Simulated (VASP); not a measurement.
Band structure of SnO₂ (rutile). Method: RPBE GGA, VASP's PBE PAW potentials (set 64) (plane waves; VASP).

Unless said otherwise, spin-orbit coupling is left out, though it shifts the bands of the heavy elements here.

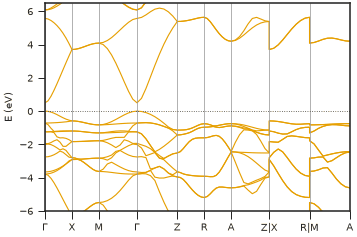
Bands along high-symmetry lines, zero at the valence-band maximum or, without a gap, the Fermi level

Question: Read the plot: is there a gap, and where are the band edges?

Answer: The gap is direct, 0.50 eV, from the valence maximum at Γ to the conduction minimum at Γ. (Edges off the drawn lines would not show.)

The compound is SnO2 in the rutile structure. It was relaxed first, which changed the volume by +8 %.
